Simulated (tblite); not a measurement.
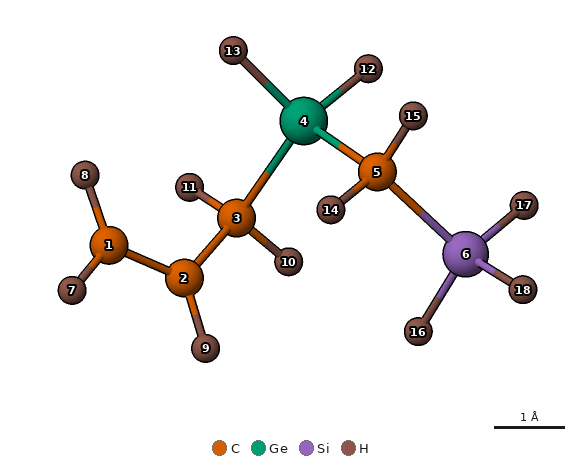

C4H12GeSi, before the relaxation. A ball-and-stick model, seen at a tilt.

All numbers below come from tblite 0.8.0, GFN2-xTB geometry optimisation, gas phase.

```xyz
18

C     2.6916    0.6050   -0.0738
C     1.5845    0.7239   -0.8420
C     0.8399   -0.4897   -1.2997
Ge   -0.0874   -1.3418    0.1788
C    -1.1465   -0.0491    1.1805
Si   -2.4547    0.6846    0.0534
H     3.2183    1.5007    0.2394
H     3.0571   -0.3610    0.2410
H     1.2595    1.7027   -1.1374
H     0.0661   -0.1741   -2.0439
H     1.5171   -1.2116   -1.7888
H    -1.0149   -2.4719   -0.3528
H     0.9598   -1.9676    1.1523
H    -0.4792    0.7594    1.5450
H    -1.6401   -0.5406    2.0334
H    -1.8052    1.4045   -1.0396
H    -3.2959   -0.3869   -0.4770
H    -3.2786    1.6197    0.8260
```

Question: What does the optimiser find from here?

Answer: The atom that moves furthest after the best rigid fit is H8 (0.92 Å). By element the largest moves are H 0.92 Å, C 0.37 Å, Si 0.13 Å, Ge 0.12 Å. Among the contacts that change: C3–Ge4 1.942 → 1.992 Å, Ge4–H12 1.556 → 1.513 Å, C1–C2 1.353 → 1.321 Å, C3–H10 1.119 → 1.091 Å. Among the angles between lasting bonds that change: C3–C2–H9 120.3° → 115.3°, Ge4–C5–Si6 109.2° → 113.6°, C1–C2–C3 120.7° → 124.8°. Groups turn about C2–C3 by about 35°. After 111 geometry steps the energy has fallen by 18.9 kJ/mol. The run took 0.64 s on 1 thread of Arm Neoverse V2, with other jobs on the host.

Final geometry:

```xyz
18

C     2.8880    0.7268   -0.3597
C     1.6063    0.6478   -0.6714
C     0.9330   -0.5723   -1.1855
Ge   -0.1547   -1.4129    0.2560
C    -1.2983   -0.0904    1.1711
Si   -2.5229    0.7858    0.0154
H     3.3260    1.6286    0.0336
H     3.5544   -0.1098   -0.4954
H     0.9604    1.5055   -0.5253
H     0.2665   -0.3159   -2.0108
H     1.6664   -1.2917   -1.5501
H    -0.9909   -2.5315   -0.3255
H     0.7677   -2.0687    1.2608
H    -0.6505    0.6461    1.6466
H    -1.8431   -0.5912    1.9704
H    -1.7966    1.5289   -1.0201
H    -3.3955   -0.2032   -0.6214
H    -3.3249    1.7242    0.8060
```

After the run, drawn alike:

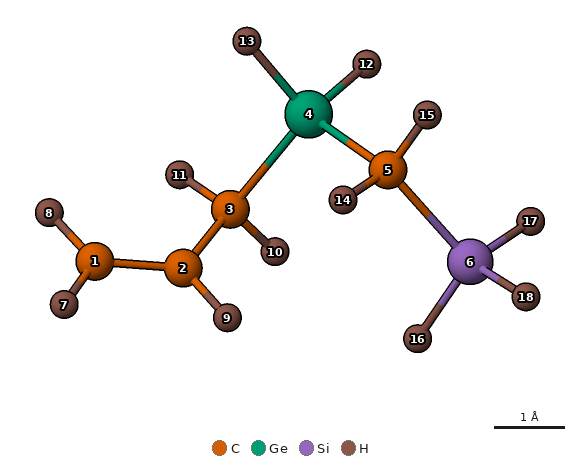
